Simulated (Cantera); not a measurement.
A closed system holds: 1 mol SiC, 0.0032 mol Si, 3.6 mol H2, at 0.320 bar.

These are equilibrium values from Cantera (NASA tables, ideal gas, pure condensed phases), not measurements of a reactor. Candidate condensed phases: C, C6H6, C7H8, C8H18, Si, SiC; 87 gas species. Gases not in the tables: Si2H6 and higher silanes. Rates play no part.

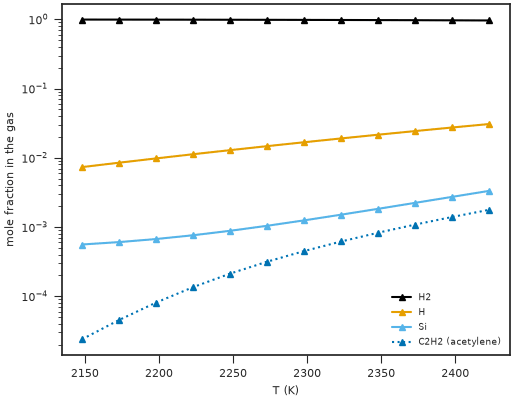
Figure: Equilibrium gas composition (values under 1e-9 drawn at 1e-9)

From 2148 K to 2423 K the condensed part is SiC(s). The main Si-bearing gas is Si throughout.
